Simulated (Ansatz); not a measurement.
These are PBE (plane waves to 420 eV, PAW; Ansatz, a first-principles code) values and carry that method's errors.

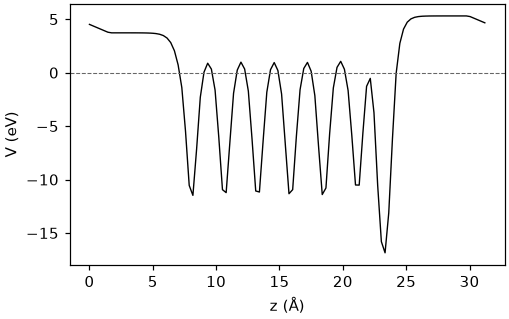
*Electrostatic potential energy of an electron, averaged over planes parallel to the surface, in eV from the Fermi level, for a constructed model of the (0001) surface of hcp Mg, a pseudomorphic layer of Re in the host's stacking (bottom of the slab: a bare face, its two planes held)*

Set-up: 7 atoms, 15.4 Å thick at the start; mesh 13x13x1; 0.1 eV smearing; dipole correction on; 2 atoms held, the rest relaxed; symmetry of the start imposed; no spin, no spin-orbit, no U. It is one candidate, not shown to be the stable structure of the face.

### Question
The surface cell has an area of 8.86 Å². What dipole along the normal does the step between the two vacuum levels imply?

### Answer
the top vacuum level lies 1.58 eV above the bottom one; p = −ε₀ A ΔV (ε₀ = 0.005526 e/(V·Å)) gives -0.08 e·Å a cell.
